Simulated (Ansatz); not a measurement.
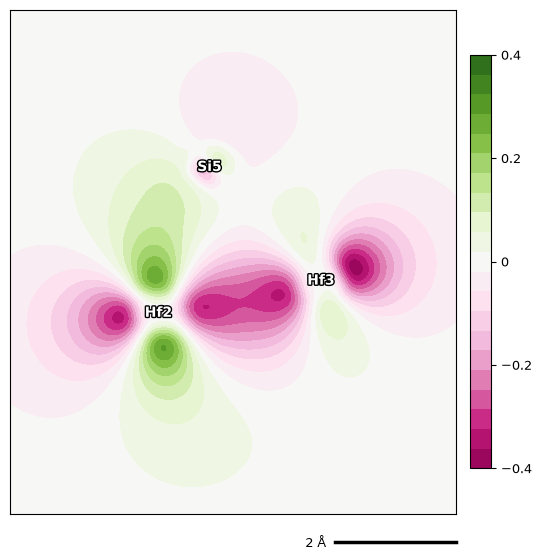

Figure 1: Hf3Si2. The HOMO on the plane of atoms Hf3, Hf2 and Si5 (values in Å⁻³ᐟ²; the overall sign is arbitrary).

Geometry: PBE-D4/def2-SVP; core potentials replace the inner electrons of Hf.

These are results of RKS PBE0-D4/def2-TZVP in Ansatz, not measurements.

The calculation's input:

```
crystal:
  periodic: [false, false, false]
  atoms:
    - {symbol: Hf, position_ang: [-0.095917, -0.841363, 1.430395]}
    - {symbol: Hf, position_ang: [-0.666024, -0.291806, -1.494596]}
    - {symbol: Hf, position_ang: [0.899420, 1.337919, 0.075441]}
    - {symbol: Si, position_ang: [-1.680910, 0.952461, 0.506744]}
    - {symbol: Si, position_ang: [1.543431, -1.157221, -0.517983]}
basis:
  gaussian: {orbitals: def2-TZVP, initial_orbitals: start.molden}
hamiltonian: {xc: pbe0, dispersion: d4}
scf: {omitted_lower_state_checks: [starts]}
output: {forces: true, orbitals: {seedname: orbitals}}
```

Run with:

```sh
ansatz run in.yaml --threads 4 --pin off --events-out ev --progress --plain --max-ram 4787MiB
```

### What is the character of this orbital?

It lies mainly on Hf3 (about 30 %), Hf1 (about 30 %), Hf2 (about 30 %), Si4 (about 5 %) and Si5 (about 5 %). Its energy is −3.96 eV.
